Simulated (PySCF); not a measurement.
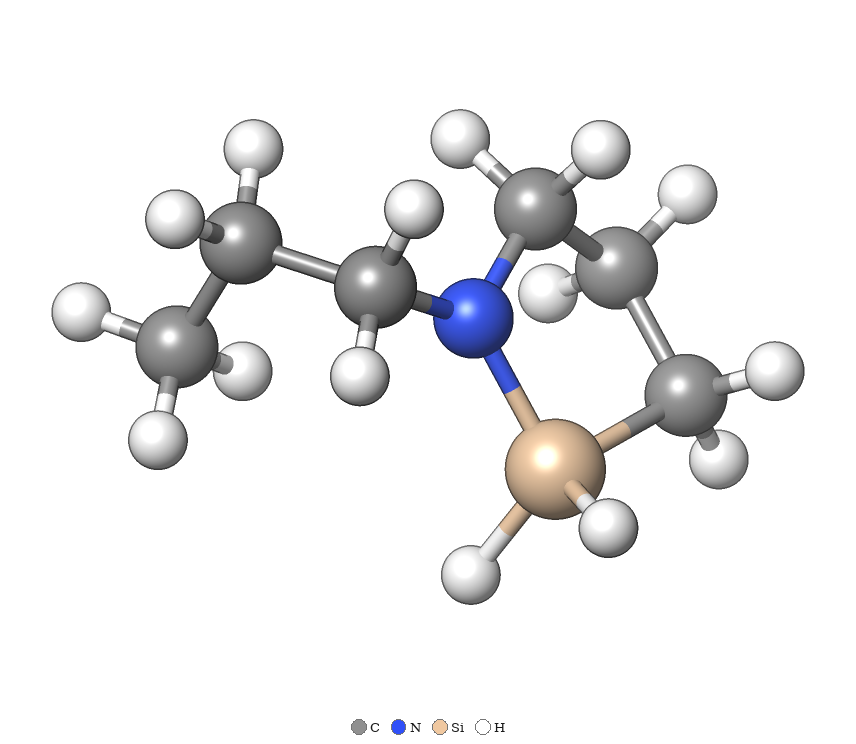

Computed geometry: PBE0-D3(BJ)/def2-SVP optimisation. No frequency run is at hand to confirm it as a minimum.

Give the structural formula.

SMILES: CCCN1CCC[SiH2]1

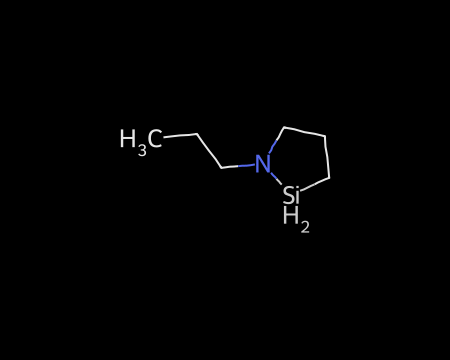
